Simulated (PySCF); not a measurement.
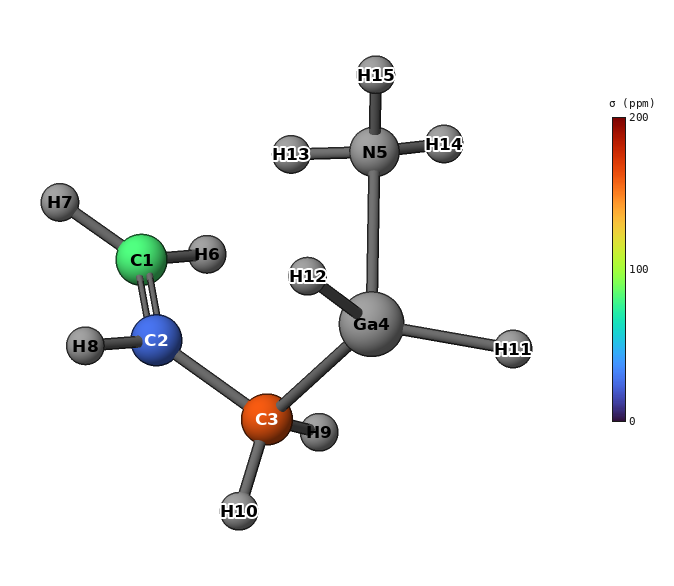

Atoms are coloured by their isotropic NMR shieldings (C only, the others grey). The geometry was computed by an optimisation with GFN2-xTB. No frequency run is at hand to confirm it as a minimum. Method: GIAO PBE0/pcSseg-1 NMR shielding, non-relativistic, gas phase (PySCF 2.14.0).

Give the isotropic NMR shieldings of the C atoms atom by atom.

| atom | σ (ppm) |
| --- | --- |
| C1 | 81.8 |
| C2 | 26.8 |
| C3 | 160.2 |

The geometry is semi-empirical. Around Ga such bond lengths and angles can be off by a tenth of an ångström or more and by several degrees, and values that hang on the shape move with them.
